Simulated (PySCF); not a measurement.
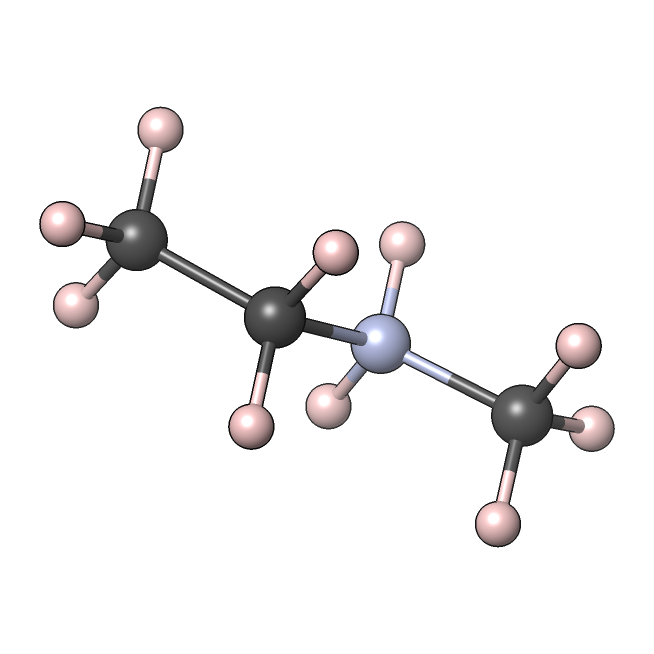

Every bond is drawn as one stick, whatever its order. Colours: carbon dark grey, nitrogen light blue, hydrogen pink.

Charge +1, singlet.

Question: Which formula does it have?

Answer: C₃H₁₀N⁺, 14 atoms: 3 carbon, 10 hydrogen and 1 nitrogen.

Question: Count the bonded pairs by element.

Answer: 8 C–H, 2 C–N, 2 N–H, 1 C–C.

Question: Describe its rings.

Answer: It has no ring.

Question: Write the SMILES.

Answer: CC[NH2+]C

The parts below concern this one geometry. Atoms keep their numbers from picture to picture. The geometry was computed by an optimisation with PBE0-D3(BJ)/def2-SVP. No frequency run is at hand to confirm it as a minimum.

Geometry

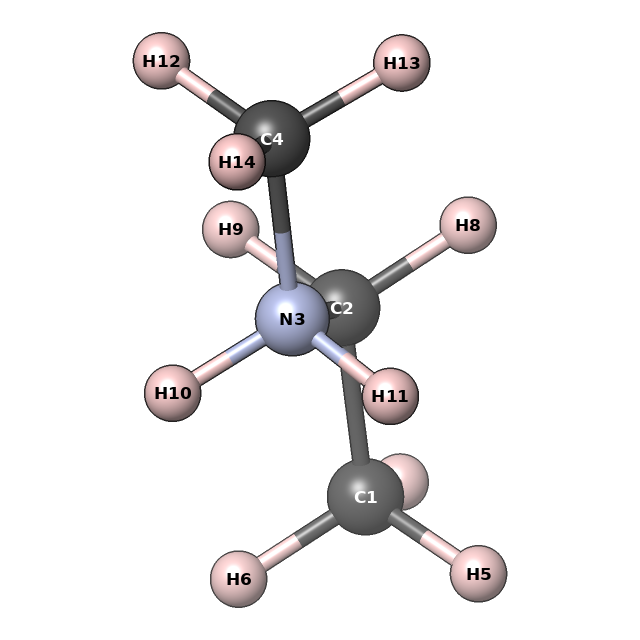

C2 lies behind N3. The molecule seen a little off the N3–C2 bond, N3 in front. Distant atoms are faded towards the background colour. No frequency run is at hand to confirm it as a minimum.

Question: What is the torsion angle C4–N3–C2–C1? The sign is positive where the front bond must turn clockwise to cover the back bond.

Answer: 178°, antiperiplanar (anti). The bonds about N3–C2 are staggered.

Spin–spin coupling

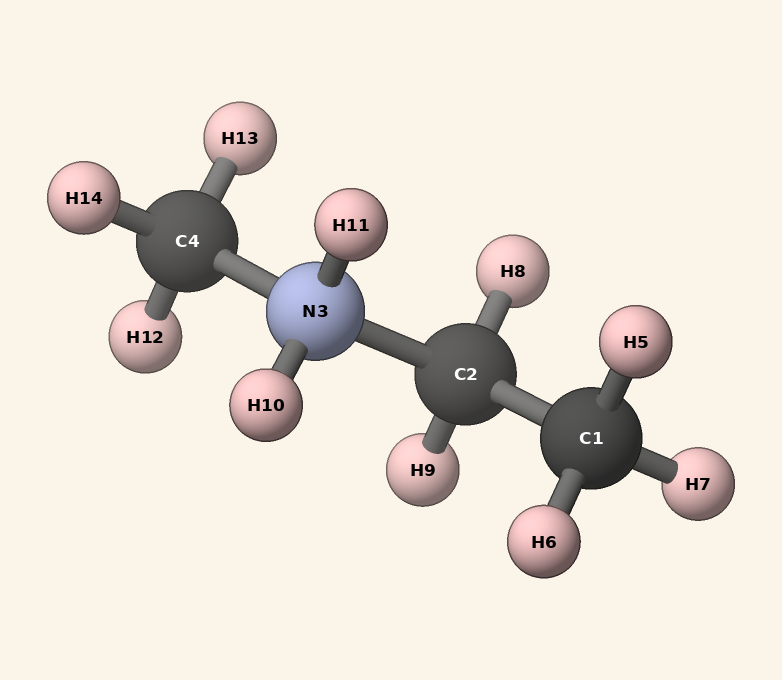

No frequency run is at hand to confirm it as a minimum. Method: B3LYP/6-31G-J indirect spin-spin coupling, non-relativistic, gas phase (PySCF 2.14.0). Isotopes: 13C, 1H, 15N.

Give the spin–spin coupling constants of these pairs, with the number of bonds between them: C2/N3, N3/H11, N3/C4, N3/H10, N3/H7, N3/H5, N3/H6.

| pair | bonds apart | J (Hz) |
| --- | --- | --- |
| C2, N3 | 1 | −1.4 |
| N3, H11 | 1 | −79.7 |
| N3, C4 | 1 | −3.6 |
| N3, H10 | 1 | −79.6 |
| N3, H7 | 3 | −12.0 |
| N3, H5 | 3 | −2.0 |
| N3, H6 | 3 | −2.1 |

Levels of theory compared

No frequency run is at hand to confirm it as a minimum. Program: PySCF 2.14.0.

Tabulate HOMO energy (eV), HOMO–LUMO gap (eV) at these levels: B3LYP/6-31G-J; B3LYP/cc-pVTZ; B3LYP/def2-TZVP; B3LYP/pcJ-0; B97-2/pcJ-1; BHandHLYP/pcJ-1; CAM-B3LYP/pcJ-1; KT2/pcJ-1; LDA/pcJ-1; PBE/pcJ-1; PBE0/pcJ-1.

```json
{"level": "B3LYP/6-31G-J", "HOMO energy (eV)": "−14.75", "HOMO–LUMO gap (eV)": "10.44"}
{"level": "B3LYP/cc-pVTZ", "HOMO energy (eV)": "−14.79", "HOMO–LUMO gap (eV)": "9.87"}
{"level": "B3LYP/def2-TZVP", "HOMO energy (eV)": "−14.79", "HOMO–LUMO gap (eV)": "9.82"}
{"level": "B3LYP/pcJ-0", "HOMO energy (eV)": "−14.91", "HOMO–LUMO gap (eV)": "10.99"}
{"level": "B97-2/pcJ-1", "HOMO energy (eV)": "−14.78", "HOMO–LUMO gap (eV)": "10.33"}
{"level": "BHandHLYP/pcJ-1", "HOMO energy (eV)": "−16.45", "HOMO–LUMO gap (eV)": "12.75"}
{"level": "CAM-B3LYP/pcJ-1", "HOMO energy (eV)": "−16.49", "HOMO–LUMO gap (eV)": "12.90"}
{"level": "KT2/pcJ-1", "HOMO energy (eV)": "−13.68", "HOMO–LUMO gap (eV)": "8.16"}
{"level": "LDA/pcJ-1", "HOMO energy (eV)": "−13.54", "HOMO–LUMO gap (eV)": "7.96"}
{"level": "PBE/pcJ-1", "HOMO energy (eV)": "−13.55", "HOMO–LUMO gap (eV)": "8.14"}
{"level": "PBE0/pcJ-1", "HOMO energy (eV)": "−15.02", "HOMO–LUMO gap (eV)": "10.56"}
```

Quadrupole coupling

No frequency run is at hand to confirm it as a minimum. Electric field gradients from the ground-state density, LDA/pcJ-1 (PySCF 2.14.0), non-relativistic apart from any core potentials.

Give the largest field-gradient component, the quadrupole coupling constant and the asymmetry for 14N at N3 (Q = 20.44 mb).

```json
{"atom": "N3", "V_zz (a.u.)": "−0.064", "e²qQ/h (MHz)": "−0.306", "η": "0.96"}
```
